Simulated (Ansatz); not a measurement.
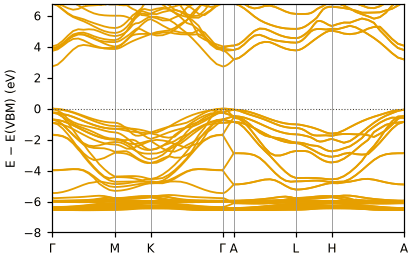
*Band structure from r²SCAN in the plane-wave PAW code Ansatz*

Read off the gap and where the band edges lie.

About 2.7 eV (2.73 eV by a search for the band edges); maximum at Γ, minimum at Γ.

The material is ZnS (6H polytype, P6_3mc).

The first step of the workflow began from a Materials Project structure, measured or hypothetical. Its sites differ from those of the usual phase in this space group: another stacking or structure type. The cell was relaxed with r²SCAN under the symmetry of its start; its stability against distortions is not shown here.

Potentials: the later of the program's two PAW sets.
